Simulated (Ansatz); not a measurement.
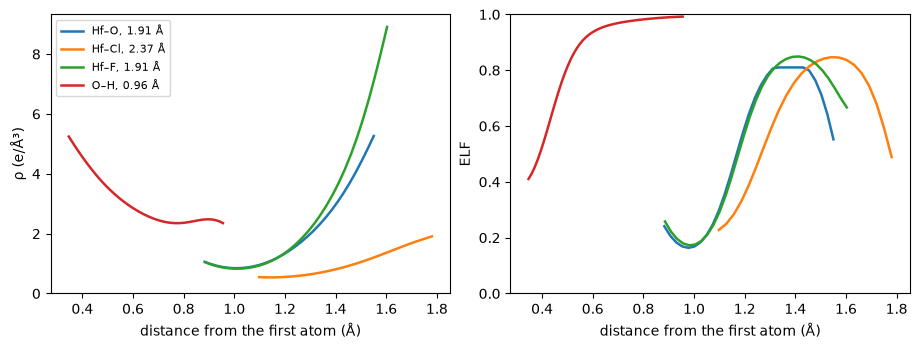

ClFH$_{2}$HfO$_{2}$. Electron density and electron localisation function along straight lines between neighbouring atoms. The curves leave out the atomic cores.

Core potentials replace the inner electrons of Hf.

Computed with RKS PBE0/def2-SVP (Ansatz).

```xyz
7

Hf   -0.1536   -0.1606   -0.0798
O    -0.3800   -0.1314    1.8148
H    -0.3990   -0.1189    2.7698
O     1.6864   -0.3620   -0.5442
H     2.6271   -0.4551   -0.6809
F    -0.7792    1.5031   -0.7905
Cl   -1.4103   -1.9490   -1.0059
```

### What can be read from the curves?

Hf–O (1.91 Å): the density is about 0.88 e/Å³ at the midpoint; the ELF peaks at about 0.80 in the valence shell of O, 0.6 Å from its nucleus, and drops to about 0.15 between the two atoms.
Hf–Cl (2.37 Å): ρ is about 0.55 e/Å³ halfway; the ELF peaks at about 0.85 in the valence shell of Cl, 0.8 Å from its nucleus, and is about 0.35 at the midpoint.
Hf–F (1.91 Å): ρ at the midpoint is about 0.87 e/Å³; the ELF peaks at about 0.85 in the valence shell of F, 0.5 Å from its nucleus, and drops to about 0.15 between the two atoms.
O–H (0.96 Å): the density is about 3.7 e/Å³ at the midpoint; the ELF climbs to about 1 towards the hydrogen, as it does in any bond to H: an ordinary covalent bond to hydrogen.
